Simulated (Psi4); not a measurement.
# BHLYP/cc-pVTZ run of [BCl2]+ (SMILES Cl[B+]Cl)

What is the vertical singlet–triplet gap of [BCl2]+ at BHLYP/cc-pVTZ? 

The results are computed with Psi4 1.11.

## Step 1: Starting point

[BCl2]+: 3 atoms, total charge +1, spin state singlet. SMILES: `Cl[B+]Cl`. Geometry: relaxed at PBE0-D4/def2-TZVP.

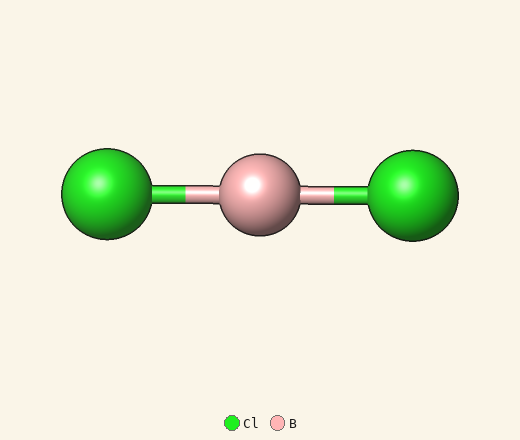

Viewed from a chosen angle; chlorine green, boron pink.

## Step 2: Energy and gradient at BHLYP/cc-pVTZ

Contents of bcl2.py:

```python
import psi4

psi4.set_memory('2200 MB')
psi4.set_num_threads(1)
psi4.core.set_output_file('bcl2.out', False)

mol = psi4.geometry("""
1 1
Cl    -2.39602155     1.48472002    -1.14385122
B      0.00001890     0.00003779     0.00000000
Cl     2.39600265    -1.48475782     1.14383233
units au
symmetry c1
""")

psi4.set_options({
    'basis': 'cc-pVTZ',
    'reference': 'rks',
    'puream': True,
    'e_convergence': 1e-09,
    'd_convergence': 1e-08,
    'scf_type': 'pk',
    'dft_radial_points': 99,
    'dft_spherical_points': 590,
})

e_tot, wfn = psi4.gradient('bhhlyp', return_wfn=True)
print('gradient / Eh bohr^-1')
print(e_tot.np.round(6))
print(f'energy = {wfn.energy():.10f} Eh')
```

On the command line:

```bash
$ python bcl2.py
```

bcl2.out, shortened:

```text
[...]
  Running in c1 symmetry.
[...]
  Nuclear repulsion =  103.386300939243597
[...]
  Multiplicity = 1
[...]
  Nalpha       = 19
  Nbeta        = 19
[...]
    Number of basis functions: 98
[...]
   @RKS iter   1:  -945.00816687984047    3.06990e-01   1.78112e-03 DIIS/ADIIS
[...]
   @RKS iter   9:  -945.01829749364038   -6.82121e-12   1.40844e-09 DIIS
[...]
    Orbital Energies [Eh]
    ---------------------
    Doubly Occupied:
       1A   -103.129907     2A   -103.129906     3A    -10.198851
       4A    -10.198844     5A     -7.848578     6A     -7.848574
       7A     -7.844603     8A     -7.844603     9A     -7.844602
      10A     -7.844602    11A     -7.508856    12A     -1.275962
      13A     -1.259493    14A     -0.852047    15A     -0.802812
      16A     -0.728128    17A     -0.728128    18A     -0.671355
      19A     -0.671355
[...]
  @RKS Final Energy:  -945.01829749364038
   => Energetics <=
    Nuclear Repulsion Energy =            103.3863009392435970
    One-Electron Energy =               -1498.2605803636743076
    Two-Electron Energy =                 480.7655932930059635
    DFT Exchange-Correlation Energy =     -30.9096113622155606
    Empirical Dispersion Energy =           0.0000000000000000
    VV10 Nonlocal Energy =                  0.0000000000000000
    Total Energy =                       -945.0182974936403753
[...]
 Multipole Moments:
 ------------------------------------------------------------------------------------
     Multipole            Electronic (a.u.)      Nuclear  (a.u.)        Total (a.u.)
 ------------------------------------------------------------------------------------
 L = 1.  Multiply by 2.5417464519 to convert [e a0] to [Debye]
 Dipole X            :          0.0000463           -0.0000192            0.0000271
 Dipole Y            :          0.0000080           -0.0000033            0.0000047
 Dipole Z            :         -0.0000051            0.0000005           -0.0000046
 Magnitude           :                                                    0.0000279
[...]
  -Total Gradient:
     Atom            X                  Y                   Z
    ------   -----------------  -----------------  -----------------
       1       -0.000001271225    -0.000000219884    -0.001643954717
       2        0.000002611167     0.000000451655    -0.000001387894
       3       -0.000001339505    -0.000000231695     0.001645342634
[...]
```

On the terminal:

```text
gradient / Eh bohr^-1
[[-1.000e-06 -0.000e+00 -1.644e-03]
 [ 3.000e-06  0.000e+00 -1.000e-06]
 [-1.000e-06 -0.000e+00  1.645e-03]]
energy = -945.0182974936 Eh
```

Wall time 33 s (1 thread of Intel Xeon 6975P-C (Granite Rapids), shared host); peak memory 0.99 GiB.

## Step 3: The triplet: the energy at UBHLYP/cc-pVTZ

Contents of run.py:

```python
import psi4

psi4.set_memory('2200 MB')
psi4.set_num_threads(1)
psi4.set_output_file('output.dat', False)

m = psi4.geometry("""
1 3
Cl    -1.267920     0.785680    -0.605300
B      0.000010     0.000020     0.000000
Cl     1.267910    -0.785700     0.605290
symmetry c1
no_reorient
no_com
""")

psi4.set_options({
    'basis': 'cc-pVTZ',
    'reference': 'uks',
    'puream': True,
    'e_convergence': 1e-09,
    'd_convergence': 1e-08,
    'scf_type': 'pk',
    'dft_radial_points': 99,
    'dft_spherical_points': 590,
    'maxiter': 100,
})

E, wfn = psi4.energy("BHHLYP", molecule=m, return_wfn=True)
psi4.oeprop(wfn, "DIPOLE", "QUADRUPOLE", "LOWDIN_CHARGES", title="BHHLYP")
print('E =', round(E, 9))
```

On the command line:

```bash
$ python run.py
```

output.dat, shortened:

```text
[...]
  Running in c1 symmetry.
[...]
  Nuclear repulsion =  103.386300936329633
[...]
  Multiplicity = 3
[...]
  Nalpha       = 20
  Nbeta        = 18
[...]
    Number of basis functions: 98
[...]
   @UKS iter   1:  -944.75541797009987    5.59739e-01   2.03790e-03 ADIIS/DIIS
[...]
   @UKS iter  14:  -944.77836747354240   -2.77396e-11   4.23411e-09 DIIS
[...]
   @S^2 Observed:                2.010803770E+00
[...]
  @UKS Final Energy:  -944.77836747354240
   => Energetics <=
    Nuclear Repulsion Energy =            103.3863009363296328
    One-Electron Energy =               -1497.5649509427239536
    Two-Electron Energy =                 480.3044156044820738
    DFT Exchange-Correlation Energy =     -30.9041330716302234
    Empirical Dispersion Energy =           0.0000000000000000
    VV10 Nonlocal Energy =                  0.0000000000000000
    Total Energy =                       -944.7783674735424029
[...]
 Multipole Moments:
 ------------------------------------------------------------------------------------
     Multipole            Electronic (a.u.)      Nuclear  (a.u.)        Total (a.u.)
 ------------------------------------------------------------------------------------
 L = 1.  Multiply by 2.5417464519 to convert [e a0] to [Debye]
 Dipole X            :          0.0002122           -0.0002268           -0.0000146
 Dipole Y            :          0.0004008           -0.0004535           -0.0000527
 Dipole Z            :          0.0003114           -0.0003213           -0.0000099
 Magnitude           :                                                    0.0000556
 L = 2.  Multiply by 1.3450342976 to convert [e a0^2] to [Debye ang]
 Quadrupole XX       :       -208.9032700          195.1897155          -13.7135545
 Quadrupole XY       :        117.1334956         -120.9533822           -3.8198865
[...]
```

The script printed:

```text
E = -944.778367474
```

Run time: 14 s. Hardware: 1 thread of Intel Xeon 6975P-C (Granite Rapids), shared host; peak memory 0.99 GiB.

## Step 4: Outcome

Level: BHLYP/cc-pVTZ.

```
                                        quantity          value
                           singlet: total energy  -945.01830 Eh
                            singlet: HOMO energy      -18.27 eV
                            singlet: LUMO energy       -7.13 eV
                          singlet: HOMO–LUMO gap       11.14 eV
               singlet: largest force on an atom     0.085 eV/Å
                           triplet: total energy  -944.77837 Eh
     triplet: HOMO energy (highest over α and β)      -11.81 eV
                                   triplet: ⟨S²⟩          2.011
vertical energy of the triplet above the singlet       6.529 eV
```

What this shows: At this shape the triplet lies 6.53 eV (630 kJ/mol) above the singlet.
